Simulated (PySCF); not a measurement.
C₂H₆BFO₂ (SMILES COB(F)OC)

The calculation's input:

```
{"job": {"xc": "mPW1PW91", "basis": "pcSseg-2", "kind": "nmr", "pop": true}, "charge": 0, "multiplicity": 1}
C     -2.407897     0.053030    -0.246432
O     -1.255386    -0.515178     0.317076
B     -0.020350    -0.019267     0.105048
F      0.155384     1.076412    -0.651358
O      1.036294    -0.640398     0.663803
C      2.359618    -0.215218     0.469720
H     -2.893680    -0.679806    -0.909987
H     -3.117738     0.312293     0.554341
H     -2.182905     0.960556    -0.827777
H      2.957557    -1.053127     0.078610
H      2.427350     0.627590    -0.235491
H      2.795497     0.095102     1.432555
```

Command:

```sh
OMP_NUM_THREADS=1 python ens_run.py task.json out
```

Geometry: PBE0-D3(BJ)/def2-SVP.

Method: mPW1PW91/pcSseg-2, SCF density, gas phase, non-relativistic (PySCF 2.14.0).

**What can the converged electron density and electron localisation function tell about the bonding?**

B–F (1.34 Å): ρ at the midpoint is about 2.1 e/Å³; the ELF peaks at about 0.85 between the atoms; a polar covalent bond.
B–O (1.35 Å): ρ is about 2.2 e/Å³ halfway; the ELF peaks at about 0.90 between the atoms, as expected for a short, strongly polar bond.
C–O (1.40 Å): ρ is about 2.1 e/Å³ halfway, with its minimum of 1.8 e/Å³ about 0.5 Å from C; the ELF peaks at about 0.90 between the atoms: a shared but strongly polarised pair.
C–H (1.10 Å): ρ is about 2 e/Å³ halfway; the ELF climbs to about 1 towards the hydrogen, as it does in any bond to H (an ordinary covalent bond to hydrogen).

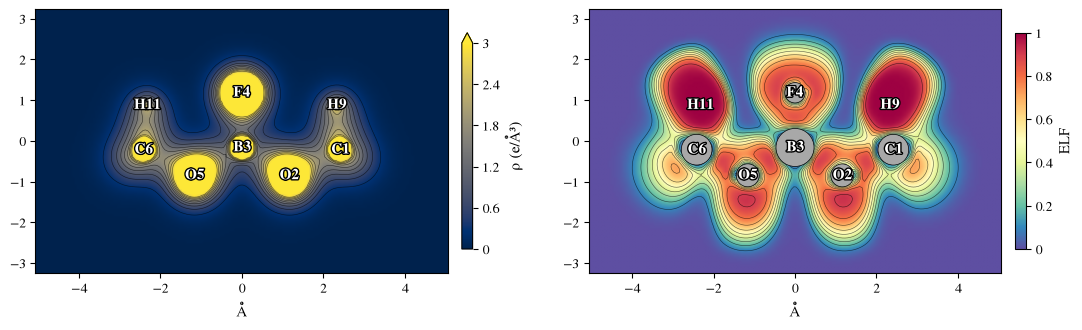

Computed electron density and electron localisation function on the plane of atoms O2, B3 and F4, in this order. Grey discs cover the atomic cores in the ELF map. 
